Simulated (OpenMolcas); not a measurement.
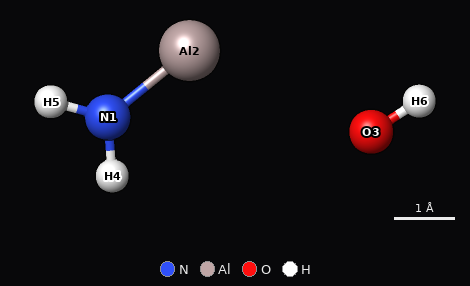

The input geometry (ball-and-stick view, seen at a tilt; atoms are numbered from 1 in the order of the input). Sticks mark near contacts. Bond lengths as drawn: Al–N 1.77 Å, H–N 1.01 Å and H–O 0.96 Å.

Run report: AlNH$_{3}$O, energy and gradient calculation (part 1 of 3)

System: AlNH$_{3}$O, multiplicity 2.
Method: HF/Ahlrichs_VDZ, ROHF, PCM solvent cyclohexane (OpenMolcas 26.06).

A bond length was changed on purpose from its optimised value.

What the program printed:
```
--- Start Module: gateway ---

                                              &GATEWAY

                       available to each process: 1.9 GB of memory, 1 thread

++    Symmetry information:
      ---------------------

                    Character Table for C1

                             E
                    a        1  x, y, xy, Rz, z, xz, Ry, yz, Rx, I
--

++    Basis set information:
      ----------------------

      Basis set label: N.AHLRICHS_VDZ.........

      Electronic valence basis set:
      ------------------
      Associated Effective Charge   7.000000 au
      Associated Actual Charge      7.000000 au
      Nuclear Model: Point charge

      Shell  nPrim  nBasis  Cartesian Spherical Contaminant
         s       7       3        X
         p       4       2        X

      Basis set label: AL.AHLRICHS_VDZ.........

      Electronic valence basis set:
      ------------------
      Associated Effective Charge  13.000000 au
      Associated Actual Charge     13.000000 au
      Nuclear Model: Point charge

      Shell  nPrim  nBasis  Cartesian Spherical Contaminant
         s      10       4        X
         p       7       3        X

      Basis set label: O.AHLRICHS_VDZ.........

      Electronic valence basis set:
      ------------------
      Associated Effective Charge   8.000000 au
      Associated Actual Charge      8.000000 au
      Nuclear Model: Point charge

      Shell  nPrim  nBasis  Cartesian Spherical Contaminant
         s       7       3        X
         p       4       2        X

      Basis set label: H.AHLRICHS_VDZ.........

      Electronic valence basis set:
      ------------------
      Associated Effective Charge   1.000000 au
      Associated Actual Charge      1.000000 au
      Nuclear Model: Point charge

      Shell  nPrim  nBasis  Cartesian Spherical Contaminant
         s       4       2        X
--

++    Molecular structure info:
      -------------------------

                    ************************************************
                    **** Cartesian Coordinates / bohr, angstrom ****
                    ************************************************

     Center  Label                x              y              z                     x              y              z
        1      N1              -2.877688       2.759028      -3.385091             -1.522807       1.460015      -1.791313
        2      AL2             -0.007005       3.441409      -1.813784             -0.003707       1.821115      -0.959813
        3      O3               2.256522      -1.168796       2.080966              1.194100      -0.618500       1.101200
        4      H4              -3.842204       1.126683      -3.189315             -2.033207       0.596215      -1.687713
        5      H5              -3.767371       3.933304      -4.586957             -1.993607       2.081415      -2.427313
        6      H6               3.790224      -0.992295       3.017515              2.005700      -0.525100       1.596800

                    ***************************************
                    *    InterNuclear Distances / bohr    *
                    ***************************************

               1 N1            2 AL2           3 O3            4 H4            5 H5            6 H6
    1 N1       0.000000
    2 AL2      3.342973        0.000000
    3 O3       8.465560        6.445666        0.000000
    4 H4       1.906088        4.686021        8.380904        0.000000
    5 H5       1.901300        4.698170       10.333437        3.136260        0.000000
    6 H6       9.976314        7.577475        1.805690       10.063238       11.798591        0.000000

                    *******************************************
                    *    InterNuclear Distances / angstrom    *
                    *******************************************

               1 N1            2 AL2           3 O3            4 H4            5 H5            6 H6
    1 N1       0.000000
    2 AL2      1.769025        0.000000
    3 O3       4.479781        3.410900        0.000000
    4 H4       1.008658        2.479736        4.434984        0.000000
    5 H5       1.006125        2.486165        5.468219        1.659637        0.000000
    6 H6       5.279238        4.009827        0.955530        5.325236        6.243546        0.000000

                    **************************************
                    *    Valence Bond Angles / degree    *
                    **************************************
                          Atom centers                 Phi
                      4 H4       1 N1       5 H5       110.92
--

            Nuclear Potential Energy             71.94599329 au

--- Stop Module: gateway /rc=_RC_ALL_IS_WELL_ ---

--- Start Module: seward ---

                                              &SEWARD

                       available to each process: 1.9 GB of memory, 1 thread

               SEWARD will generate:
                  Multipole Moment integrals up to order  2
                  Kinetic Energy integrals
                  Nuclear Attraction integrals (point charge)
                  One-Electron Hamiltonian integrals
                  Velocity integrals
                  Reaction Field integrals (PCM)
                  Orbital angular momentum around ( -0.1374   1.9481  -1.1308 )
                  Velocity quadrupole around ( -0.1374   1.9481  -1.1308 )
                  Two-Electron Repulsion integrals

                   Integrals are discarded if absolute value <: 1.00E-14
                   Integral cutoff threshold is set to       <: 1.00E-16

            Nuclear Potential Energy             71.94599329 au

      Basis set specifications :
      Symmetry species         a
      Basis functions           37

--- Stop Module: seward /rc=_RC_ALL_IS_WELL_ ---

--- Start Module: scf ---

                                                &SCF

                       available to each process: 1.9 GB of memory, 1 thread

++    Input section:
      --------------

      Header of the integral files:

      Cartesian coordinates in angstrom:
      -----------------------------------------------------
      No.  Label        X            Y            Z
      -----------------------------------------------------
       1   N1        -1.52280700   1.46001500  -1.79131300
       2   AL2       -0.00370700   1.82111500  -0.95981300
       3   O3         1.19410000  -0.61850000   1.10120000
       4   H4        -2.03320700   0.59621500  -1.68771300
       5   H5        -1.99360700   2.08141500  -2.42731300
       6   H6         2.00570000  -0.52510000   1.59680000
      -----------------------------------------------------
      Nuclear repulsion energy =   71.94599329
--

++    Orbital specifications:
      -----------------------

      Symmetry species               1
                                     a
      Frozen orbitals                0
      Occupied orbitals alpha       16
      Occupied orbitals beta        15
      Secondary orbitals alpha      21
      Secondary orbitals beta       22
      Deleted orbitals               0
      Total number of orbitals      37
      Number of basis functions     37
--

      Molecular charge                           0.000

      Polarizable Continuum Model (PCM) activated
      Solvent: cyclohexane
      Version: Dielectric
      Average area for surface element on the cavity boundary: 0.4000 angstrom^2
      Minimum radius for added spheres: 0.2000 angstrom
      Calculation type: equilibrium

++    Optimization specifications:
      ----------------------------

      SCF Algorithm: Conventional USCF
      D(i)-D(i-1) density differences are used
      Number of density matrices in core                 5
      Maximum number of NDDO SCF iterations            400
      Maximum number of HF SCF iterations              400
      Threshold for SCF energy change             1.00E-09
      Threshold for density matrix                1.00E-04
      Threshold for Fock matrix                   1.50E-04
      Threshold for linear dependence             1.00E-09
      Threshold at which DIIS is turned on        1.50E-01
      Maximum depth in the DIIS procedure                5
      Maximum depth in the BFGS Hessian update          30
      Threshold at which QNR/C2DIIS is turned on  7.50E-02
      Threshold for Norm(delta) (QNR/C2DIIS)      1.00E-03
      All orbitals punched on: UHFORB
--

      Input vectors read from INPORB
      Orbital file label: *Guess orbitals

++ Convergence information
                               UHF SCF        iterations: Energy and convergence statistics

Iter     Tot. SCF        One-elec.       Two-elec.     Energy      Max Dij or  Max Fij      DNorm      TNorm      AccCon     Time
         Energy          Energy          Energy        Change      Delta Norm                                                in Sec.
   1  -372.291303719  -564.753716988   169.715183650   0.00E+00    4.98E-01*   2.13E-01*    7.24E+00   6.13E+01   None         0.
   2  -372.537691363  -559.153689532   163.868768550  -2.46E-01*   2.78E-01*   1.55E-01*    1.98E+00   6.04E+01   EDIIS        0.
   3  -372.589561184  -563.689554239   168.352763435  -5.19E-02*   1.17E-01*   8.81E-02*    9.59E-01   6.12E+01   EDIIS        0.
   4  -372.628957604  -561.316480893   165.940293670  -3.94E-02*   3.33E-02*   2.39E-02*    3.60E-01   6.08E+01   c2DIIS       0.
   5  -372.634268844  -561.878943821   166.497445359  -5.31E-03*   6.06E-02*   5.80E-03*    1.06E-01   6.09E+01   QNRc2DIIS    0.
   6  -372.634945952  -561.877154278   166.494978707  -6.77E-04*   4.99E-01*   4.76E-03*    7.38E-02   6.09E+01   QNRc2DIIS    0.
   7  -372.639666911  -561.761657956   166.374761426  -4.72E-03*   1.61E-01*   1.56E-02*    5.82E-01   6.09E+01   QNRc2DIIS    0.
   8  -372.644340733  -561.726483709   166.334913356  -4.67E-03*   1.99E-01*   2.04E-02*    2.01E-01   6.09E+01   QNRc2DIIS    0.
   9  -372.650006089  -561.680871544   166.283635836  -5.67E-03*   2.26E-01*   2.34E-02*    2.19E-01   6.09E+01   QNRc2DIIS    0.
  10  -372.658491153  -561.661556211   166.255835440  -8.49E-03*   2.77E-01*   3.05E-02*    2.52E-01   6.09E+01   QNRc2DIIS    0.
  11  -372.670259706  -561.633764383   166.216275058  -1.18E-02*   2.80E-01*   3.37E-02*    3.09E-01   6.09E+01   QNRc2DIIS    0.
  12  -372.682881398  -561.665307286   166.235196269  -1.26E-02*   1.07E-01*   3.35E-02*    3.24E-01   6.09E+01   QNRc2DIIS    0.
  13  -372.687328460  -561.686240313   166.251682234  -4.45E-03*   6.58E-01*   3.15E-02*    1.32E-01   6.09E+01   QNRc2DIIS    0.
  14  -372.700475388  -561.824229872   166.376524865  -1.31E-02*   1.21E-01*   1.19E-02*    9.49E-01   6.10E+01   QNRc2DIIS    0.
  15  -372.701149094  -561.780912651   166.332533938  -6.74E-04*   4.59E-02*   6.09E-03*    2.13E-01   6.09E+01   QNRc2DIIS    0.
  16  -372.701428315  -561.764988527   166.316330594  -2.79E-04*   4.05E-02*   5.89E-03*    7.16E-02   6.09E+01   QNRc2DIIS    0.
  17  -372.701714078  -561.802706211   166.353762513  -2.86E-04*   6.87E-02*   3.69E-03*    5.44E-02   6.10E+01   QNRc2DIIS    0.
  18  -372.702031230  -561.794507556   166.345246706  -3.17E-04*   7.95E-02*   2.53E-03*    9.24E-02   6.10E+01   QNRc2DIIS    0.
  19  -372.702216142  -561.795316166   166.345870405  -1.85E-04*   3.35E-02*   2.44E-03*    1.05E-01   6.09E+01   QNRc2DIIS    0.
  20  -372.702281247  -561.792989309   166.343478443  -6.51E-05*   1.11E-01*   2.11E-03*    4.21E-02   6.09E+01   QNRc2DIIS    0.
  21  -372.702474353  -561.820427069   166.370723097  -1.93E-04*   1.60E-02*   1.79E-03*    1.42E-01   6.10E+01   QNRc2DIIS    0.
  22  -372.702497296  -561.810626383   166.360899468  -2.29E-05*   3.36E-02*   9.74E-04*    2.34E-02   6.10E+01   QNRc2DIIS    0.
  23  -372.702514839  -561.798090368   166.348345911  -1.75E-05*   5.22E-03*   4.50E-04*    4.47E-02   6.09E+01   QNRc2DIIS    0.
  24  -372.702516425  -561.795883011   166.346136967  -1.59E-06*   7.44E-03*   3.38E-04*    6.86E-03   6.09E+01   QNRc2DIIS    0.
  25  -372.702517877  -561.796680434   166.346932938  -1.45E-06*   3.16E-03*   7.87E-05     1.02E-02   6.09E+01   QNRc2DIIS    0.
  26  -372.702518027  -561.797260634   166.347512988  -1.50E-07*   5.34E-04    2.93E-05     4.36E-03   6.09E+01   QNRc2DIIS    0.
  27  -372.702518034  -561.796887967   166.347140314  -7.64E-09*   9.64E-05    6.69E-06     7.37E-04   6.09E+01   QNRc2DIIS    0.
  28  -372.702518035  -561.796845326   166.347097673  -6.55E-10    7.00E-05    2.73E-06     1.65E-04   6.09E+01   QNRc2DIIS    0.

       Convergence after  28 Iterations
--

 *****************************************************************************************************************************
 *                                             SCF/KS-DFT Program, Final results                                             *
 *                                                       Final Results                                                       *
 *****************************************************************************************************************************

::    Total SCF energy                               -372.7025180348
      One-electron energy                            -561.7968453264
      Two-electron energy                             166.3470976725
      Nuclear repulsion energy                         22.7472296190
      Kinetic energy (interpolated)                   372.5280792067
      Virial theorem                                    1.0004682569
      Total spin, S(S+1)                                0.7728657405
      Total spin, S                                     0.5113682517
      Max non-diagonal density matrix element           0.0000347597
      Max non-diagonal Fock matrix element              0.0000050188

      No orbitals printed
      No orbitals printed

++    Molecular charges:
      ------------------

      Mulliken charges per centre
      ---------------------------

                            N1                      AL2                     O3                      H4                      H5                      H6
                     alpha        beta       alpha        beta       alpha        beta       alpha        beta       alpha        beta       alpha        beta
      Total        4.0575      4.0574      6.2042      6.1950      4.6904      3.6375      0.3730      0.3695      0.3716      0.3751      0.3032      0.3655
      Total              8.1150                 12.3992                  8.3279                  0.7425                  0.7467                  0.6687

      Charge           -1.1150                  0.6008                 -0.3279                  0.2575                  0.2533                  0.3313

      Total electronic charge=   31.000000

      Total            charge=   -0.000000
--

++    Molecular orbitals:
      -------------------

      Title: Natural orbitals

      Molecular orbitals for symmetry species 1: a

          Orbital            1         2         3         4         5         6         7         8         9        10
          Energy          -58.4242  -20.5603  -15.4938   -4.8486   -3.1722   -3.1590   -3.1727   -1.0662   -0.3914   -0.6297
          Occ. No.          2.0000    2.0000    2.0000    2.0000    2.0000    2.0000    2.0000    2.0000    2.0000    2.0000
```
